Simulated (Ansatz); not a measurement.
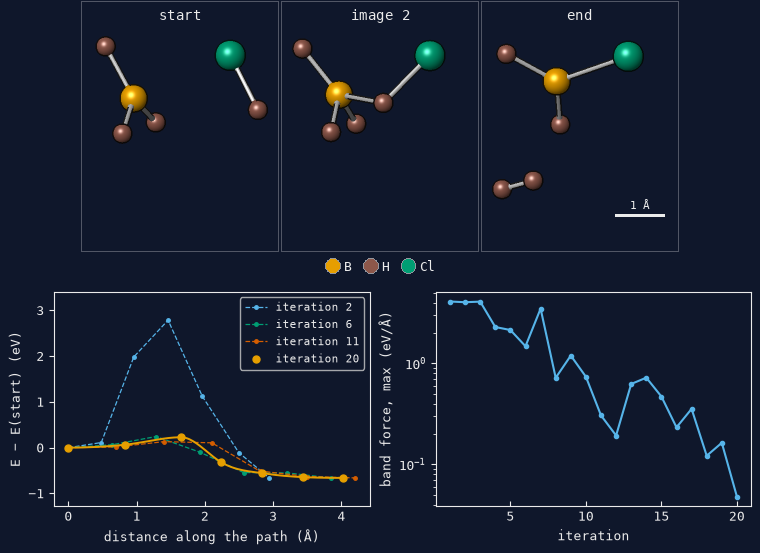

NEB run on BH4Cl, made up at the start of BH3 and HCl. Images are numbered from 0 (start) to 6 (end). The plot follows the band through its iterations. The picture is a ball-and-stick view, seen at a tilt.

Level of theory: Ansatz, RKS PBE0/def2-SVP.

The input:
```yaml
crystal:
  periodic: [false, false, false]
  atoms:
    - { symbol: B, position_ang: [0.032529, 0.143136, 0.023384] }
    - { symbol: H, position_ang: [0.165234, 0.741412, 1.067032] }
    - { symbol: H, position_ang: [0.957722, 0.126605, -0.754753] }
    - { symbol: H, position_ang: [-1.082893, -0.067731, -0.394005] }
    - { symbol: Cl, position_ang: [0.433879, -1.964104, 0.873499] }
    - { symbol: H, position_ang: [-0.377571, -1.903017, 1.874543] }
basis:
  gaussian: { orbitals: def2-SVP }
hamiltonian:
  xc: pbe0
neb:
  order_check: false
  images: 5
  f_tol: 0.05
  max_iterations: 60
  initial_path: linear
  final_atoms:
    - { symbol: B, position_ang: [0.09591793, -0.59316342, -0.53435014] }
    - { symbol: H, position_ang: [-0.22806719, 0.39276613, 2.33352408] }
    - { symbol: H, position_ang: [1.04777222, 0.14295043, -0.53147661] }
    - { symbol: H, position_ang: [-1.0390882, -0.21096753, -0.65088926] }
    - { symbol: Cl, position_ang: [0.37707375, -2.30346196, -0.37991448] }
    - { symbol: H, position_ang: [-0.12470851, -0.35182265, 2.4528064] }
```

Launched with:
```bash
ansatz run input.yaml --threads 1 --pin off --max-ram 2048MiB --backend cpu --events-out ev --progress --plain --runs-dir out
```

How did the profile develop, and is the result final?

Answer. The run is converged, with reservations. The band converged in 20 iterations. The largest component of the band force went from 4.1 to 0.048 eV/Å. The climbing image converged on the top of the path. Its curvatures weren't checked. The straight starting path can push atoms close together and costs iterations. The first iteration put the highest image at 4.29 eV. The energy climbs by 0.23 eV to image 2 and then falls by 0.89 eV, so the end point sits at −0.66 eV.
